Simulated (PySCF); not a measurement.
# triplet C2H2O at 6 levels

Wanted: a comparison of 6 runs (U-r2SCAN/aug-cc-pVDZ, U-revPBE/aug-cc-pVDZ, UBHLYP/aug-cc-pVDZ, UM06-2X/aug-cc-pVDZ, UTPSS/aug-cc-pVDZ, UCCSD(T)/aug-cc-pVDZ) of triplet C2H2O. The job is set up through a Python script.

Program for the calculation: PySCF 2.14.0.

1 further run of the same task is left out (set aside as unsound or not needed).

**1. The structure to begin with**

C2H2O has 5 atoms, charge 0, and is taken as a triplet. As SMILES of the parent species, `C1=CO1`. Geometry: relaxed at PBE0-D4/def2-TZVP. That shape belongs to the parent species and isn't relaxed for this state.

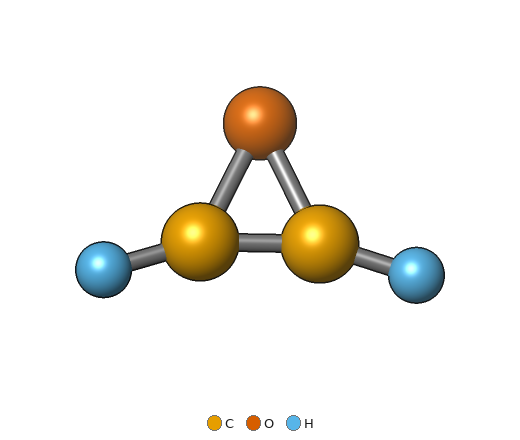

The structure, seen from a chosen angle (carbon amber, oxygen orange, hydrogen blue).

**2. A single-point energy at U-r2SCAN/aug-cc-pVDZ (run 1)**

File job.py:

```python
from pyscf import gto, dft

system = gto.M(
    atom='''
C   -0.550820  -0.179980  -0.281690
C    0.460490   0.413850   0.178260
O    0.401180  -1.038480   0.459010
H   -1.479160  -0.375050  -0.779730
H    1.168330   1.179640   0.424140
''',
    charge=0,
    max_memory=1860,
    verbose=4,
    basis='aug-cc-pvdz',
    spin=2,
)

mf = dft.UKS(system)
mf.xc = 'r2scan'
mf.conv_tol = 1e-10
mf.grids.level = 5
mf.kernel()
if not mf.converged:
    mf = mf.newton().run(mf.mo_coeff, mf.mo_occ)

etot = mf.e_tot
print(f'total energy: {etot:.8f} hartree')
```

Command:

```console
$ OMP_NUM_THREADS=1 python job.py
```

What it wrote:

```text
PySCF version 2.14.0

[... 63 lines left out ...]
[... the frontier-level lines of each cycle are left out ...]
[... 11 lines left out ...]
[... 11 lines left out ...]
[... 11 lines left out ...]
[... 11 lines left out ...]
[... 1 line left out ...]
cycle= 10 E= -152.321740638868  delta_E= -3.09e-10  |g|= 1.05e-05  |ddm|= 5.71e-05


cycle= 11 E= -152.321740638932  delta_E= -6.41e-11  |g|= 5.46e-06  |ddm|= 2.12e-05


Extra cycle  E= -152.321740638914  delta_E= 1.75e-11  |g|= 9.49e-06  |ddm|= 1.73e-05
converged SCF energy = -152.321740638914  <S^2> = 2.0104362  2S+1 = 3.0069494
total energy: -152.32174064 hartree
```

Wall time 40 s (1 thread of Arm Neoverse V2, shared host); peak memory 0.49 GiB.

**3. A single-point energy at U-revPBE/aug-cc-pVDZ (run 2)**

File input.py:

```python
from pyscf import gto, dft

mol = gto.M(
    atom='''
C     -0.550820    -0.179980    -0.281690
C      0.460490     0.413850     0.178260
O      0.401180    -1.038480     0.459010
H     -1.479160    -0.375050    -0.779730
H      1.168330     1.179640     0.424140
''',
    max_memory=1860,
    spin=2,
    basis='aug-cc-pvdz',
    verbose=3,
)

mf = dft.UKS(mol, xc='revpbe')
mf.conv_tol = 1e-10
mf.grids.level = 5
mf.kernel()
if not mf.converged:
    mf = mf.newton().run(mf.mo_coeff, mf.mo_occ)

etot = mf.e_tot
print('E = %.10f Eh' % etot)
```

Command:

```console
$ OMP_NUM_THREADS=1 python input.py
```

What it wrote:

```text
WARN: HOMO -0.0807616061490997 >= LUMO -0.249375304994041

WARN: HOMO -0.0681970247593569 >= LUMO -0.108067918957201

WARN: HOMO -0.0715337412559176 >= LUMO -0.152843648717274

WARN: HOMO -0.0914987565265779 >= LUMO -0.16614451715719

WARN: HOMO -0.0861266202147108 >= LUMO -0.158991197449629

WARN: HOMO -0.0864175588985057 >= LUMO -0.15834124874751

WARN: HOMO -0.0864342371010443 >= LUMO -0.158185883064433

WARN: HOMO -0.0864540214446605 >= LUMO -0.158183787654955

WARN: HOMO -0.0864549911331398 >= LUMO -0.158181003922741

WARN: HOMO -0.0864552361492441 >= LUMO -0.158180868826842

WARN: HOMO -0.0864557027155803 >= LUMO -0.158180722462737

converged SCF energy = -152.367939096067  <S^2> = 2.0051424  2S+1 = 3.0034263
E = -152.3679390961 Eh
```

Wall time 15 s (1 thread of Arm Neoverse V2, shared host); peak memory 0.44 GiB.

Runs 3 to 4 aren't shown in full; the table further down has their settings and results.

**4. The energy at UTPSS/aug-cc-pVDZ (run 5)**

File job.py:

```python
from pyscf import gto, dft

mol = gto.Mole()
mol.atom = '''
C     -1.040899    -0.340113    -0.532317
C      0.870200     0.782063     0.336863
O      0.758120    -1.962443     0.867403
H     -2.795207    -0.708742    -1.473476
H      2.207824     2.229197     0.801508
'''
mol.charge = 0
mol.basis = 'aug-cc-pvdz'
mol.max_memory = 1860
mol.verbose = 3
mol.unit = 'bohr'
mol.spin = 2
mol.build()

mf = dft.UKS(mol)
mf.xc = 'tpss'
mf.grids.level = 5
mf.conv_tol = 1e-10
mf.kernel()
if not mf.converged:
    mf = mf.newton().run(mf.mo_coeff, mf.mo_occ)

e_final = mf.e_tot
print('E = %.10f Eh' % e_final)
```

Command:

```console
$ OMP_NUM_THREADS=1 python job.py
```

What it wrote:

```text
WARN: HOMO -0.0806973191381362 >= LUMO -0.254002056737367

WARN: HOMO -0.0748247339645078 >= LUMO -0.10246430335293

WARN: HOMO -0.0738296869744537 >= LUMO -0.146098899479605

WARN: HOMO -0.0950795354146114 >= LUMO -0.159731681883575

WARN: HOMO -0.0893079229765723 >= LUMO -0.151303813571777

WARN: HOMO -0.0898073154714911 >= LUMO -0.150659507565199

WARN: HOMO -0.0898379066523511 >= LUMO -0.15044884936431

WARN: HOMO -0.0898680281386288 >= LUMO -0.150460958041116

WARN: HOMO -0.0898710112500059 >= LUMO -0.150459310301755

WARN: HOMO -0.0898716123576673 >= LUMO -0.150460680065829

WARN: HOMO -0.0898720609368682 >= LUMO -0.150460543520937

converged SCF energy = -152.433986454714  <S^2> = 2.0073907  2S+1 = 3.0049231
E = -152.4339864547 Eh
```

Run time: 38 s. Hardware: 1 thread of Arm Neoverse V2, shared host; peak memory 0.49 GiB.

**5. A single-point energy at UCCSD(T)/aug-cc-pVDZ (run 6)**

File job.py:

```python
from pyscf import gto, cc

mol = gto.Mole()
mol.atom = '''
C     -1.040899    -0.340113    -0.532317
C      0.870200     0.782063     0.336863
O      0.758120    -1.962443     0.867403
H     -2.795207    -0.708742    -1.473476
H      2.207824     2.229197     0.801508
'''
mol.unit = 'bohr'
mol.max_memory = 1860
mol.verbose = 4
mol.basis = 'aug-cc-pvdz'
mol.spin = 2
mol.build()

myscf = mol.UHF()
myscf.conv_tol = 1e-10
myscf.kernel()
if not myscf.converged:
    myscf = myscf.newton().run(myscf.mo_coeff, myscf.mo_occ)

mycc = cc.CCSD(myscf, frozen=3)
mycc.kernel()
e_t = mycc.ccsd_t()
e_tot = mycc.e_tot + e_t
print('E(%s) = %.9f' % ('CCSD(T)', e_tot))
```

Command:

```console
$ OMP_NUM_THREADS=1 python job.py
```

What it wrote:

```text
PySCF version 2.14.0

[... 40 lines left out ...]
WARN: HOMO 0.0375761083968064 >= LUMO -0.187197631151076
[... 5 lines left out ...]
WARN: HOMO -0.165759199142387 >= LUMO -0.197028498247083
[... 66 lines left out ...]
converged SCF energy = -151.532782719053  <S^2> = 2.0305526  2S+1 = 3.0202997
[... 12 lines left out ...]
Init t2, MP2 energy = -0.437873097585119
[... 16 lines left out ...]
UCCSD converged
[... 2 lines left out ...]
E(CCSD(T)) = -152.007223432
```

It took 96 s on 1 thread of Arm Neoverse V2, shared host; peak memory 2.3 GiB.

**6. Overview of the runs**

| run | level | integration grid | frozen core orbitals | energy (Eh) | dipole moment (D) of the reference | HOMO energy (eV) | ⟨S²⟩ | wall time |
| --- | --- | --- | --- | --- | --- | --- | --- | --- |
| 1 | U-r2SCAN/aug-cc-pVDZ | 5 | – | -152.321741 | 1.40 | -2.69 | 2.010 | 40 s |
| 2 | U-revPBE/aug-cc-pVDZ | 5 | – | -152.367939 | 1.23 | -2.35 | 2.005 | 15 s |
| 3 | UBHLYP/aug-cc-pVDZ | 5 | – | -152.308740 | 1.63 | -4.74 | 2.013 | 18 s |
| 4 | UM06-2X/aug-cc-pVDZ | 5 | – | -152.329563 | 1.47 | -4.49 | 2.009 | 44 s |
| 5 | UTPSS/aug-cc-pVDZ | 5 | – | -152.433986 | 1.32 | -2.45 | 2.007 | 38 s |
| 6 | UCCSD(T)/aug-cc-pVDZ | – | 3 | -152.007223 | 2.03 | -6.94 | 2.031 | 96 s |

**7. Outcome**

```
                                                         quantity          value
                                              run 6: total energy  -152.00722 Eh
                      run 6: dipole moment (Hartree–Fock density)         2.03 D
run 6: HOMO energy (Hartree–Fock orbitals) (highest over α and β)       -6.94 eV
 run 6: LUMO energy (Hartree–Fock orbitals) (lowest over α and β)        0.94 eV
               run 6: correlation energy (3 core orbitals frozen)     -474.4 mEh
                                            run 6: (T) correction     -18.60 mEh
                         run 6: ⟨S²⟩ of the reference determinant          2.031
                                             run 6: T1 diagnostic          0.020
```

What this shows: Over runs 1, 2, 3, 4, 5 the dipole moment (its size) runs from 1.23 D (U-revPBE/aug-cc-pVDZ) to 1.63 D (UBHLYP/aug-cc-pVDZ). Totals of different functionals can't be ranked against each other. All runs together took 4.2 min, the longest 96 s.
